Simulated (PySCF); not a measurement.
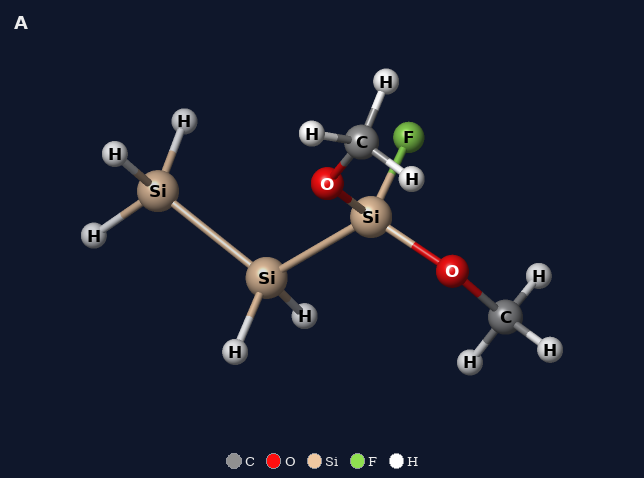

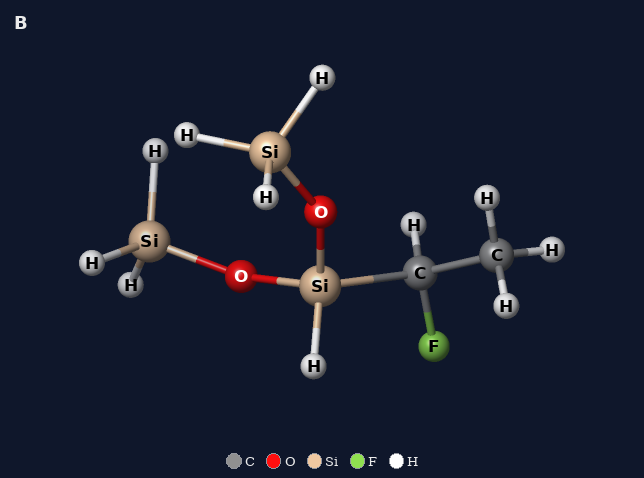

2 stationary structures of one formula. Geometries: GFN2-xTB. Electronic energies: PBE0/pcSseg-1 (PySCF 2.14.0), without zero-point energy. No frequency run is at hand to confirm each as a minimum. Each is one conformer, not always the lowest.

> Which structure is the most stable?

B is lowest; A lies 0.520 eV above it. A is `CO[Si](F)(OC)[SiH2][SiH3]`, B is `C[C@@H](F)[SiH](O[SiH3])O[SiH3]`.

The geometry is semi-empirical. Around Si such bond lengths and angles can be off by a tenth of an ångström or more and by several degrees, and values that hang on the shape move with them.
